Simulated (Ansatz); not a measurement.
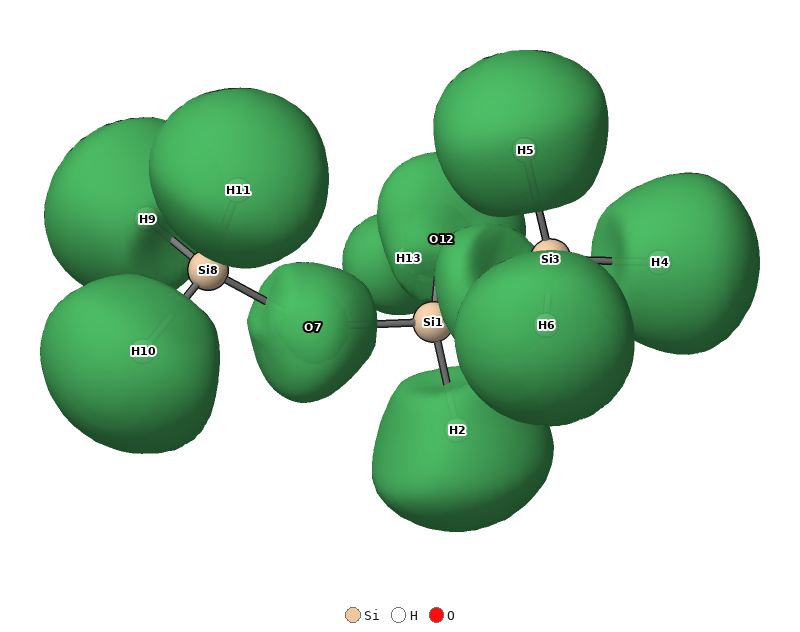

*H₈O₂Si₃. Isosurface of the electron localisation function at 0.75 (green), seen from one side. Core shells and regions of very low density are left out.*

Method: RKS B3LYP/def2-SVP in Ansatz 0.2.0.

The calculation's input:

```
crystal:
  periodic: [false, false, false]
  atoms:
    - { symbol: Si, position_ang: [0.0, 0.0, 0.0] }
    - { symbol: H, position_ang: [0.0, 0.0, 1.46] }
    - { symbol: Si, position_ang: [2.0935, 0.0, -0.7393] }
    - { symbol: H, position_ang: [2.5508, -1.3762, -0.9079] }
    - { symbol: H, position_ang: [2.1573, 0.6939, -2.0222] }
    - { symbol: H, position_ang: [2.951, 0.6823, 0.2255] }
    - { symbol: O, position_ang: [-0.7913, 1.3709, -0.5594] }
    - { symbol: Si, position_ang: [-2.4002, 1.4263, -1.0396] }
    - { symbol: H, position_ang: [-3.2124, 0.6421, -0.1138] }
    - { symbol: H, position_ang: [-2.862, 2.8114, -1.0378] }
    - { symbol: H, position_ang: [-2.5267, 0.8736, -2.385] }
    - { symbol: O, position_ang: [-0.7913, -1.3709, -0.5594] }
    - { symbol: H, position_ang: [-1.2459, -1.8365, 0.2129] }
basis:
  gaussian: { orbitals: def2-SVP }
hamiltonian:
  xc: b3lyp
relax:
  f_tol: 0.02
  max_steps: 40
output:
  orbitals: {}
```

Command:

```sh
ansatz run input.yaml --threads 2 --pin off --max-ram 3072MiB --backend cpu --events-out ev --progress --plain --runs-dir out
```

The fields are those of the relaxed geometry.

**What do the ELF domains correspond to?**

The ELF exceeds this value in one region between bonded Si–Si atoms (shared pairs), seven regions around hydrogen nuclei, one region wrapped around O (its lone pairs, merged into a ring or cap) and one joined region spread over several atoms (H, O), in which their bonds and any lone pairs are merged. Along the contacts the grid gives the following. Si–O (1.66 Å): the ELF peaks at about 0.85 between the atoms; a polar covalent bond. Si–Si (2.35 Å): the ELF peaks at about 1 between the atoms; a shared electron pair.
